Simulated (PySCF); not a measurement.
## A study: C3H4NOSe, charge −1, SMILES `COC([Se-])C#N`

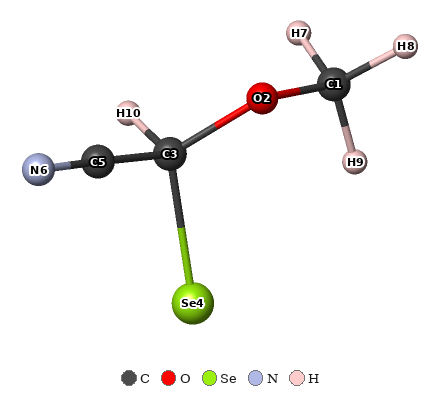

The molecule, with its atoms numbered as below. No frequency check shows the geometry to be a minimum.

Geometry (Å), atoms numbered from 1:

```
C1       0.4201    2.4059   -0.0015
O2      -0.6539    1.5595    0.2984
C3      -0.5902    0.3455   -0.3837
Se4      0.9917   -0.7897    0.0330
C5      -1.7442   -0.4514   -0.0804
N6      -2.6502   -1.1184    0.1404
H7       0.3996    2.7105   -1.0585
H8       0.3199    3.2822    0.6382
H9       1.3726    1.9048    0.2001
H10     -0.5427    0.5043   -1.4763
```

Part 1: Bonding charge

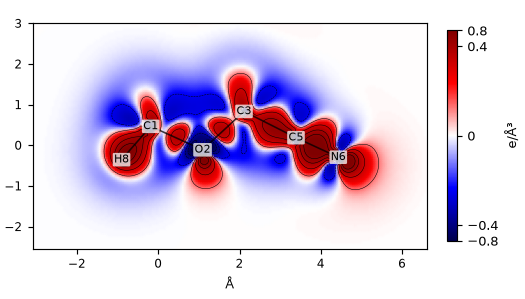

Deformation density (molecule less spherical, spin-averaged free atoms) in the plane of C1, O2, C3, C5, N6 and H8; colour scale in e/Å³, logarithmic beyond ±0.1; red: gain, blue: loss.

Computed with PySCF, PBE/def2-SVPD, geometry: GFN2-xTB. The highest occupied Kohn–Sham orbital has positive energy, a self-interaction fault of such functionals for anions.

> How much density has each bond in this plane gained at its critical point, relative to the free atoms?

C5–N6: +0.87 e/Å³ at the bond critical point (bond length 1.15 Å). C1–H8: +0.68 e/Å³ at the bond critical point (bond length 1.09 Å). C3–C5: +0.51 e/Å³ at the bond critical point (bond length 1.44 Å). O2–C3: +0.17 e/Å³ at the bond critical point (bond length 1.39 Å). C1–O2: +0.12 e/Å³ at the bond critical point (bond length 1.40 Å); up to 0.6 Å beside the axis the gain reaches +0.32 e/Å³. In all, 2.9 electrons gather in the regions of gain relative to the promolecule of neutral atoms (this includes the anion's extra charge). A small or negative value marks a very polar bond, one between electron-rich atoms, whose free-atom densities already overlap strongly, a long bond to a heavier atom, or a closed-shell contact such as a hydrogen bond.

Part 2: Electrostatic potential

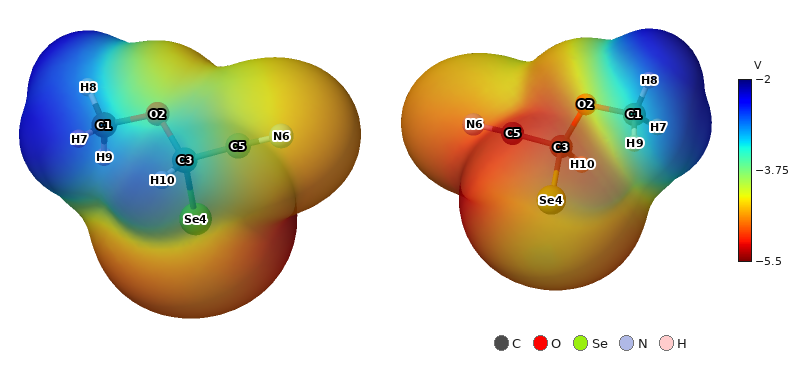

Electrostatic potential on the surface of electron density 0.001 a.u. (back view left, front view right).

> Where are the extremes of the potential on the surface?

Highest: −2.20 V, 1.4 Å from H8. Further maxima include −2.77 V, 1.4 Å from H10; −4.22 V, 2.2 Å from Se4. Lowest: −5.39 V, about equally far (2.5 Å) from Se4, C5 and N6. The surface is sampled at points, so like sites can differ by a few per cent and only the strongest of them is named.

> What volume does the surface enclose?

About 148 Å³.

Part 3: Removing or adding an electron

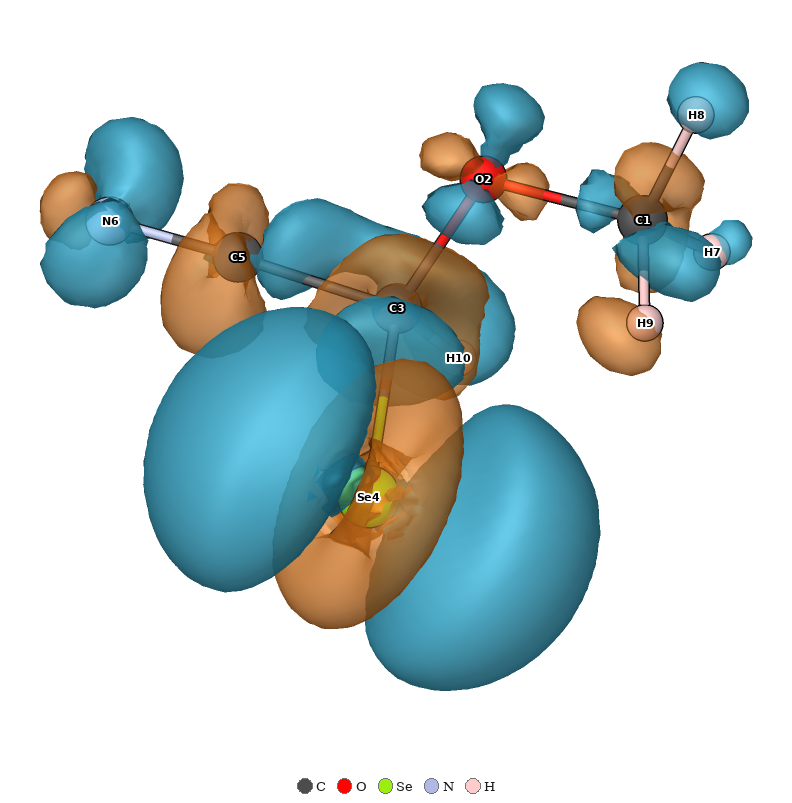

Fukui function f⁻ = ρ(N) − ρ(N−1) at fixed geometry, surfaces at ±0.02 e/Å³ (light blue positive, orange negative).

Method: HF/def2-SVPD; geometry: GFN2-xTB; program: PySCF.

> On which atoms does the density change most on removal of an electron?

f⁻ (Hirshfeld-condensed) is largest on Se4 (0.71); the vertical detachment energy is 1.76 eV (the stability of the neutral species's solution wasn't checked). Condensed values hint at sites of electrophilic attack but needn't mark the atom that reacts. Orbital relaxation makes it negative in places (0.30 e in all).

```
atom     f⁻  charge
  C1  +0.02   −0.02
  O2  +0.03   −0.23
  C3  +0.04   +0.02
 Se4  +0.71   −0.65
  C5  +0.01   +0.08
  N6  +0.10   −0.33
  H7  +0.02   +0.02
  H8  +0.03   +0.03
  H9  +0.01   +0.03
 H10  +0.04   +0.04
```

The PySCF runs shown took 31 s and 16 s on 1 thread of Intel(R) Xeon(R) Processor, with other jobs on the host.
